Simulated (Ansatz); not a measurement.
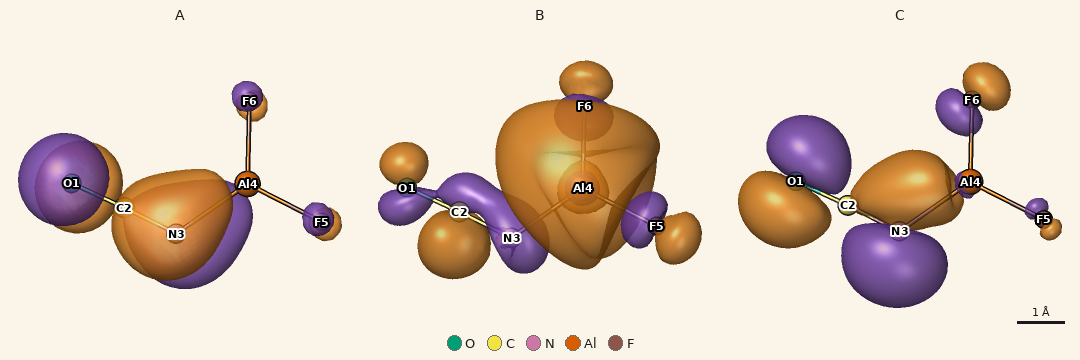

CAlF₂NO (SMILES O=C=[N][Al]([F])[F]). Three frontier orbitals at ±0.08 Å⁻³ᐟ² (orange and purple are the two phases), in no order.

These are results of Ansatz, SCF B3LYP, Gaussian basis, not measurements.

Input

```
crystal:
  periodic: [false, false, false]
  atoms:
    - { symbol: O, position_ang: [1.5971, -1.6066, 1.6277] }
    - { symbol: C, position_ang: [0.9787, -1.227, 0.5677] }
    - { symbol: "N", position_ang: [0.3687, -0.8766, -0.5199] }
    - { symbol: Al, position_ang: [-0.5853, 0.7206, -0.5555] }
    - { symbol: F, position_ang: [-1.4804, 1.1916, -2.0949] }
    - { symbol: F, position_ang: [-0.8367, 1.734, 0.9287] }
basis:
  gaussian:
    orbitals: "6-31G*"
hamiltonian:
  xc: b3lyp
output:
  orbitals: {}
```

Launched as:

```sh
python energy_calf2no.py
```

### Which picture is the HOMO−1, the HOMO and the LUMO?

C is the HOMO−1 (−9.33 eV). It lies mainly on N3 (about 40 %), O1 (about 40 %) and C2 (about 10 %); largely a combination of lone pairs on N3 and O1. A is the HOMO (−9.00 eV). Its weight (Hirshfeld) is mainly on N3 (about 45 %), O1 (about 40 %) and C2 (about 10 %); largely a combination of lone pairs on N3 and O1. B is the LUMO (−2.73 eV). Its weight (Hirshfeld) is mainly on Al4 (about 60 %), F6 (about 10 %), F5 (about 10 %), C2 (about 10 %) and N3 (about 10 %).

### What is the HOMO–LUMO gap?

6.27 eV between the orbital energies.
